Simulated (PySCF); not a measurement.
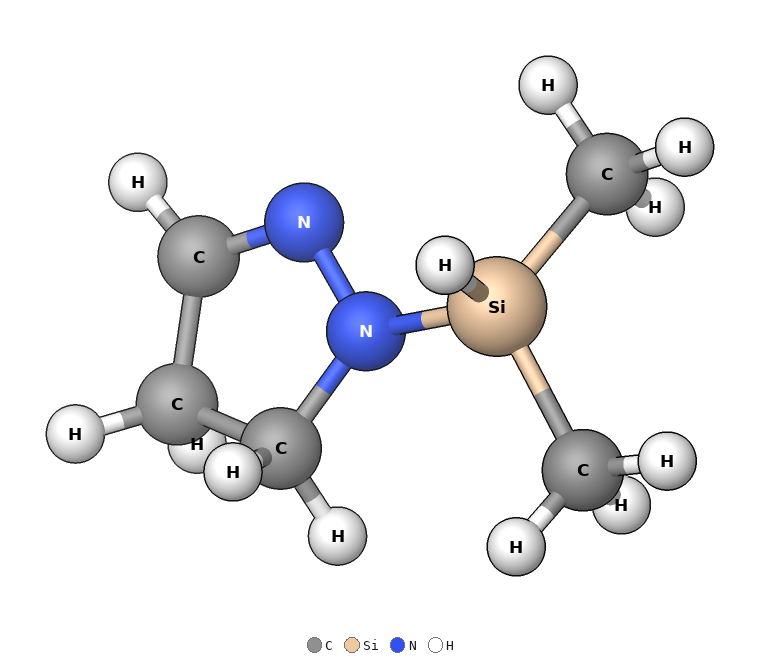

Rendered structure (ball-and-stick style). Every bond is drawn as one stick, whatever its order.

Computed geometry: PBE0-D3(BJ)/def2-SVP optimisation. No frequency run is at hand to confirm it as a minimum.

**What is the molecular formula?**

C5H12N2Si, 20 atoms: 5 carbon, 12 hydrogen, 2 nitrogen and 1 silicon.

**Describe its rings.**

Independent rings (smallest set): 1 of 5 members.

**How many bonds of each kind are drawn?**

11 C–H, 2 C–Si, 2 C–N, 2 C–C, 1 N–Si, 1 N–N, 1 Si–H.

The parts below concern this one geometry. Atoms keep their numbers from picture to picture.

Symmetry

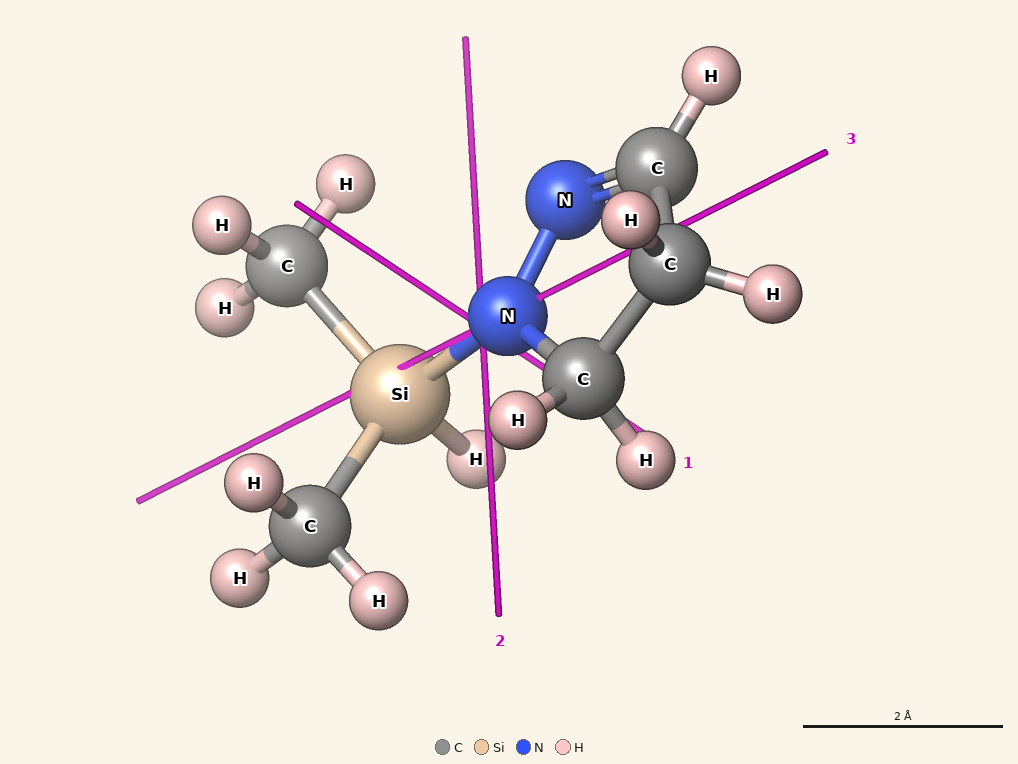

The three principal axes of inertia are drawn and numbered. Depth is shown by fading: the farther an atom, the more it takes the colour of the background. No frequency run is at hand to confirm it as a minimum. Masses are those of the most abundant isotopes; constants are for the rigid equilibrium geometry.

**Which line is the a axis (least moment of inertia), which b and which c?**

a is line 3, b is line 2, c is line 1; the moments are 159, 429, 550 u Å².

**What kind of rotor is it, and what are its rotational constants in cm⁻¹?**

An asymmetric top (C1): A = 0.106, B = 0.0393, C = 0.0307 cm⁻¹. Ray's parameter κ is −0.77, nearer the prolate limit.

Excitation

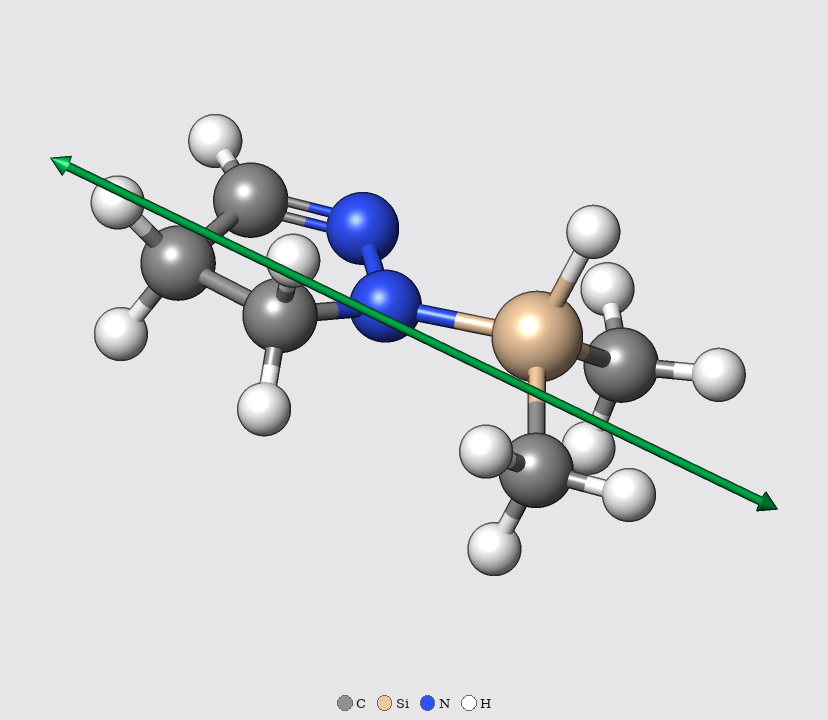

The double arrow shows the direction of the transition dipole to excited singlet state 5 (its length means nothing). No frequency run is at hand to confirm it as a minimum. Level of theory: TDDFT ωB97X-D/def2-SVPD, vertical, IEF-PCM acetone (non-equilibrium linear response), core orbitals frozen in the response (PySCF 2.14.0).

**Give its energy, strength and character.**

6.86 eV (181 nm), oscillator strength 0.044, of mixed character, with the largest part HOMO → LUMO+2 (weight 0.25); transition dipole 1.30 D.

NMR shielding

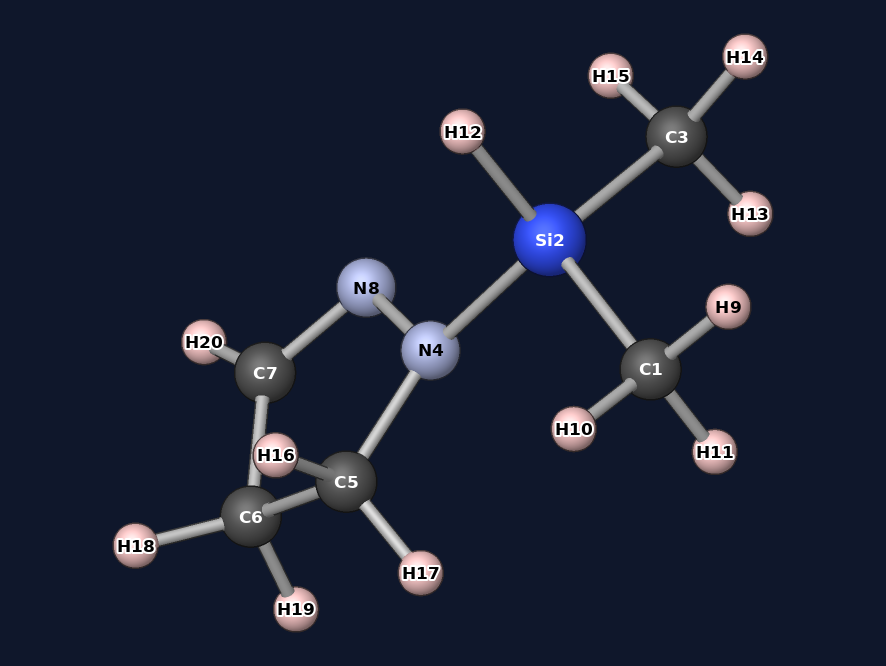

The questions are on isotropic NMR shieldings of the H atoms. No frequency run is at hand to confirm it as a minimum. Method: GIAO PBE0/pcSseg-1 NMR shielding, non-relativistic, gas phase (PySCF 2.14.0).

**Which H atom is the most shielded (lowest chemical shift)?**

H14 (31.33 ppm).

**Which H atom is the least shielded (highest chemical shift)?**

H20 (24.88 ppm).

**How wide is the range of H shifts?**

6.45 ppm.

Give the isotropic NMR shieldings of the H atoms atom by atom.

```
atom  σ (ppm)
  H9    31.16
 H10    30.86
 H11    31.02
 H12    26.44
 H13    31.09
 H14    31.33
 H15    30.15
 H16    28.25
 H17    27.84
 H18    28.76
 H19    28.66
 H20    24.88
```

Ring current

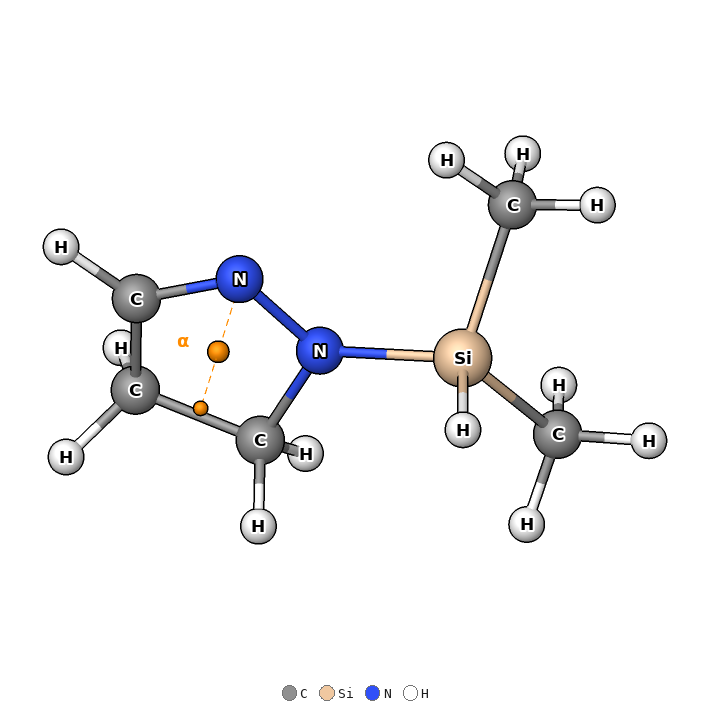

The small points mark where nucleus-independent chemical shifts (NICS) were computed: at the centre of each lettered ring and 1 Å above and below it. No frequency run is at hand to confirm it as a minimum. Properties computed with GIAO PBE0/pcSseg-1 NMR shielding, non-relativistic, IEF-PCM chloroform (PySCF 2.14.0).

Give NICS(0), NICS(1) and the out-of-plane component NICS(1)zz for each ring (means of the two sides).

```csv
ring,members,NICS(0),NICS(1),NICS(1)zz
α,C3N2,−3.1,−3.0,−3.7
```

Values in ppm.

**What do the values say about the ring currents?**

Ring α: weak, as in a non-aromatic ring. NICS is one index among several.
